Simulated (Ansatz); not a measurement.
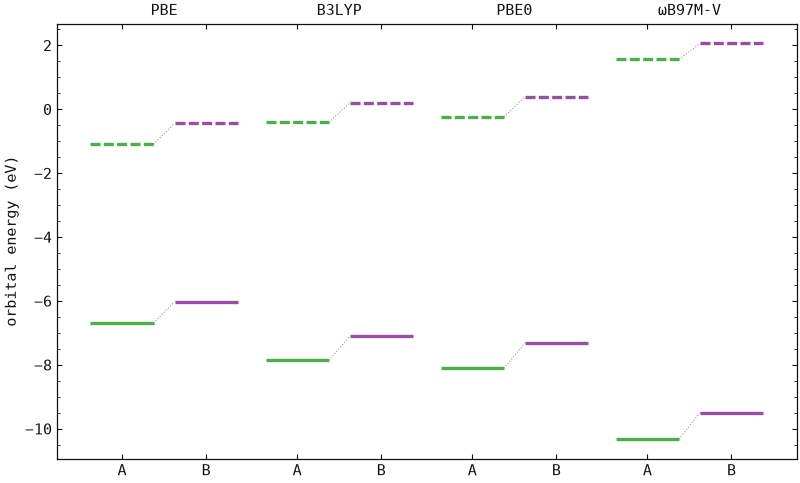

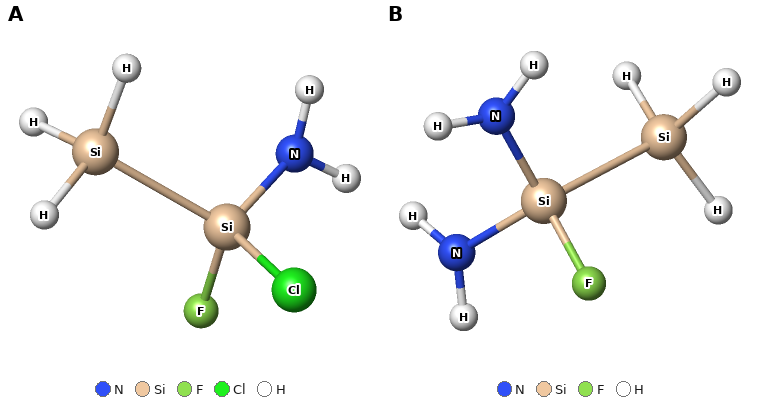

One change: A, Si₂NH₅ClF (SMILES N[Si@](F)([SiH3])Cl), becomes B, Si₂N₂H₇F (SMILES N[Si](N)(F)[SiH3]). Cl on Si is replaced by NH₂. HOMO (solid) and LUMO (dashed) computed in def2-TZVPP at PBE0-D4/def2-TZVP geometries, both minima by their frequencies, gas phase, the Ansatz code. Empty levels above zero depend strongly on the basis.

### What does the change do to HOMO and LUMO?

PBE: the HOMO rises by 0.67 eV, the LUMO rises by 0.65 eV, and the separation goes from 5.60 to 5.59 eV. B3LYP: the HOMO rises by 0.75 eV, the LUMO rises by 0.60 eV, and the separation goes from 7.45 to 7.30 eV. PBE0: the HOMO rises by 0.79 eV, the LUMO rises by 0.63 eV, and the separation goes from 7.87 to 7.71 eV. ωB97M-V: the HOMO rises by 0.82 eV, the LUMO rises by 0.50 eV, and the separation goes from 11.88 to 11.56 eV.

### Do the functionals agree on the effect?

They agree on the direction for both levels; the HOMO shift lies between 0.67 and 0.82 eV and the LUMO shift between 0.50 and 0.65 eV, while the separations themselves differ by up to 6.3 eV between functionals.
